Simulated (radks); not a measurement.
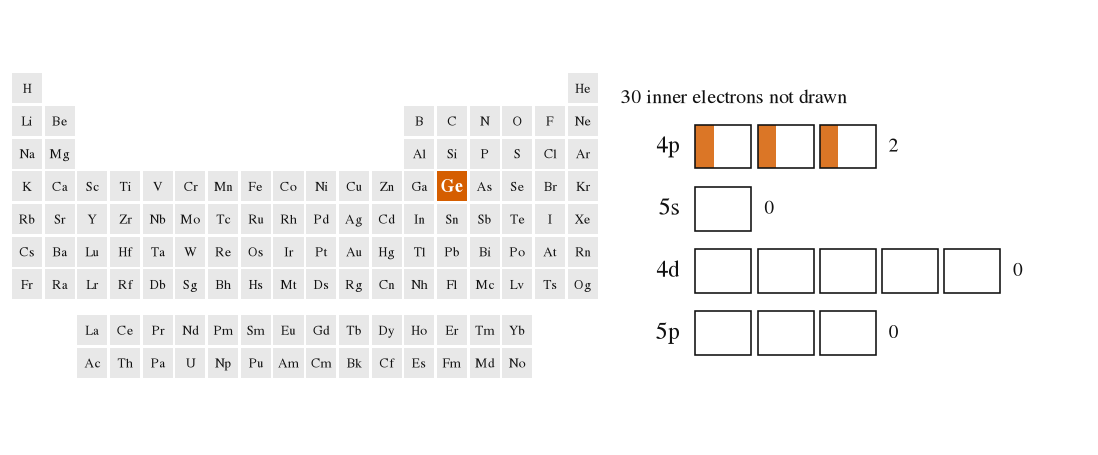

*Left, the place of germanium in the periodic table; right, the outer shells as the input fills them: a box for each of the 2l + 1 orbitals, shaded by the share of the shell that is filled, with the electron count at the right.*

Atomic calculation for Ge

- system: the neutral germanium atom in the configuration [Ar] 3d10 4s2 4p2 (high spin). It sits in a hard spherical wall of radius 4 bohr.
- method: non-relativistic Kohn-Sham, r2SCAN, spin-polarised, spherical densities, point nucleus (the in-house radial solver radks)

### The program's output
```
1s      1   1.0000        -397.87124813
2s      1   1.0000         -49.33874192
2p      1   3.0000         -43.82451495
3s      1   1.0000          -5.94190063
3p      1   3.0000          -4.09322602
3d      1   5.0000          -0.91204230
4s      1   1.0000          -0.28638829
4p      1   2.0000           0.06308556
5s      1   0.0000           1.12363508
4d      1   0.0000           0.63547527
5p      1   0.0000           1.47882265
1s      2   1.0000        -397.86582180
2s      2   1.0000         -49.33897501
2p      2   3.0000         -43.82116590
3s      2   1.0000          -5.93816517
3p      2   3.0000          -4.08854152
3d      2   5.0000          -0.90236275
4s      2   1.0000          -0.18739668
4p      2   0.0000           0.16701166
5s      2   0.0000           1.22703719
4d      2   0.0000           0.74775440
5p      2   0.0000           1.59349525
Etot -2076.6035571802954
Ekin 2077.1451915344032
Encl -4978.217981764429
Eh 903.7202455662355
Exc -79.251012516505
err 1.7534100080321874e-06
it 11
```

### Orbitals

```tsv
orbital	occupation	energy (eV)	⟨r⟩ (bohr)	outer maximum (bohr)
1s up	1	−10826.6	0.04787	0.0316
1s down	1	−10826.5	0.04787	0.0316
2s down	1	−1342.6	0.2136	0.179
2s up	1	−1342.6	0.2136	0.179
2p up	3	−1192.5	0.1853	0.143
2p down	3	−1192.4	0.1853	0.143
3s up	1	−161.687	0.6339	0.551
3s down	1	−161.586	0.6340	0.551
3p up	3	−111.382	0.6517	0.547
3p down	3	−111.255	0.6515	0.547
3d up	5	−24.818	0.7411	0.505
3d down	5	−24.555	0.7329	0.505
4s up	1	−7.793	1.967	1.79
4s down	1	−5.099	1.951	1.77
4p up	2	1.717	2.138	2.05
4p down	0	4.545	2.122	2.02
4d up	0	17.292	2.363	2.48
4d down	0	20.347	2.345	2.44
5s up	0	30.576	2.353	3.00
5s down	0	33.389	2.327	2.98
5p up	0	40.241	2.302	3.07
5p down	0	43.361	2.276	3.06
```

### Slater integrals of the outer shells (hartree)

| integral | value |
| --- | --- |
| F0(4p,4p) | 0.4197 |
| F2(4p,4p) | 0.2372 |
| F0(4p,4s) | 0.4360 |
| G1(4p,4s) | 0.3060 |
| F0(4p,3d) | 0.5231 |
| F2(4p,3d) | 0.1117 |
| G1(4p,3d) | 0.0439 |
| G3(4p,3d) | 0.0376 |
| F0(4p,3p) | 0.5285 |
| F2(4p,3p) | 0.0969 |
| G0(4p,3p) | 0.0237 |
| G2(4p,3p) | 0.0269 |
| F0(4p,4d) | 0.3961 |
| F2(4p,4d) | 0.2182 |
| G1(4p,4d) | 0.2626 |
| G3(4p,4d) | 0.1720 |
| F0(4s,4s) | 0.4561 |
| F0(4s,3d) | 0.5692 |
| G2(4s,3d) | 0.0542 |
| F0(4s,3p) | 0.5761 |

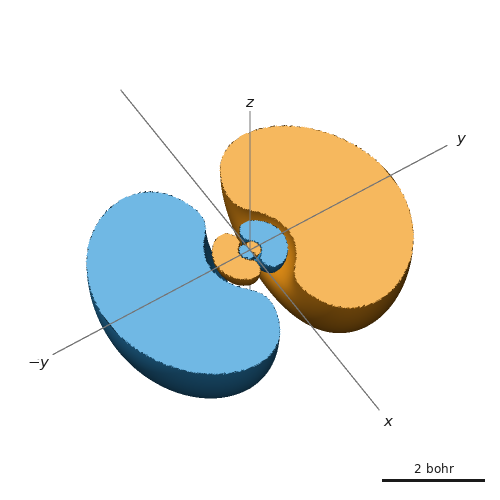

*The 4p(y) orbital of down spin. The surface of constant |ψ| that holds about 90 % of the electron is drawn, orange where ψ is positive and blue where it is negative, with the half in front of the xy plane cut away and the cut face painted. The radial function comes from the spherical calculation and is multiplied by a real spherical harmonic; the overall sign is chosen so that the largest lobe of P(r) is positive.*

It has the nodal plane xz and 2 radial nodes, at r = 0.227 and 0.823 bohr. The outermost maximum of P² lies at 2.02 bohr, ⟨r⟩ = 2.12 bohr, 90 % of the charge lies within 2.97 bohr, and the eigenvalue is 4.54 eV (the orbital is empty).

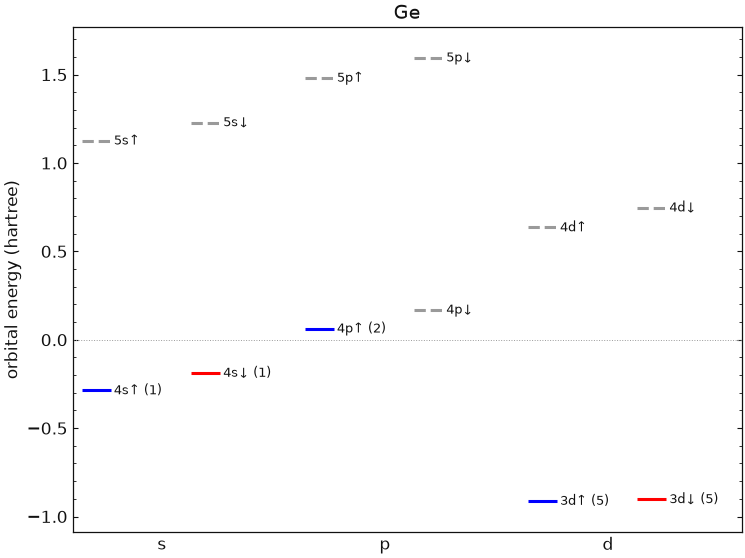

*The outer levels are drawn by angular momentum (occupations in brackets, up spins at the left of each column and down spins at the right, empty levels dashed).*

The highest occupied level is 4p up at 0.0631 hartree. From the top down the occupied levels run 4p up (0.0631 hartree), 4s down (−0.187 hartree), 4s up (−0.286 hartree), 3d down (−0.902 hartree), 3d up (−0.912 hartree). The largest exchange splitting (down less up) among the shells drawn in both spins is that of 5p, 0.115 hartree. The wall pushes the highest level above zero, where only the wall holds the electron in.

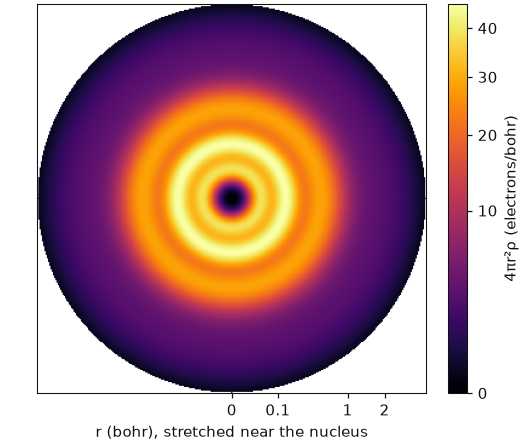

*The radial density 4πr²ρ as a disc about the nucleus, with the radius drawn as r to the power 0.4.*

There are 3 maxima, at r = 0.0340, 0.151 and 0.520 bohr, parted by minima at 0.0710 and 0.330 bohr, inside which lie 2.1 and 11.0 electrons. The configuration has 4 principal shells, so not every shell has a maximum of its own.

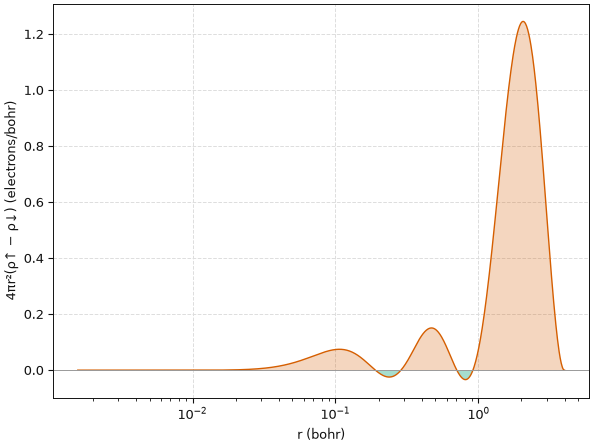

*The radial spin density.*

The curve integrates to 2 unpaired electrons, held by 4p (+2). Its largest value, 1.25 electrons/bohr, lies near r = 2.1 bohr. Regions of the opposite sign hold 0.0063 electrons in all, from the polarisation of filled shells. At the nucleus the spin density is −0.490 bohr⁻³.

### The input
```
Z 32
configuration [Ar] 3d10 4s2 4p2 5s0 4d0 5p0
relativity non-relativistic
functional r2scan,r2scan
spin polarised
nucleus point
wall 4 bohr
```

Energies in input and log are in hartree, lengths in bohr.

### Key numbers

| quantity | value |
| --- | --- |
| outcome | converged |
| total energy | −2076.6036 hartree |
| kinetic energy | 2077.1452 hartree |
| electron–nucleus energy | −4978.2180 hartree |
| Hartree energy | 903.720246 hartree |
| exchange–correlation energy | −79.251013 hartree |
| radius at density 0.001 e/bohr³ | 3.59 bohr |
| pressure on the wall | 69.8 GPa |
| SCF iterations | 11 |
| hardware | 1 CPU thread, shared host |
